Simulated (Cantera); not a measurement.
Charge: 1 mol MgO, 9.4 mol HBr, 44 mol H2, equilibrated at 135 Torr.

These are equilibrium values from Cantera (NASA tables, ideal gas, pure condensed phases), not measurements of a reactor. Candidate condensed phases: Br2, H2O, Mg, MgBr2, MgO, Mg(OH)2; 20 gas species. The numbers say what is thermodynamically allowed, not how fast it happens.

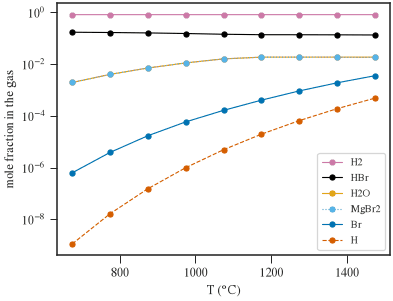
Equilibrium gas composition (values under 1e-9 drawn at 1e-9)

From 675 °C to 1075 °C the condensed part is MgO(s). From 1175 °C to 1475 °C nothing is condensed. The main Mg-bearing gas is MgBr2 throughout.
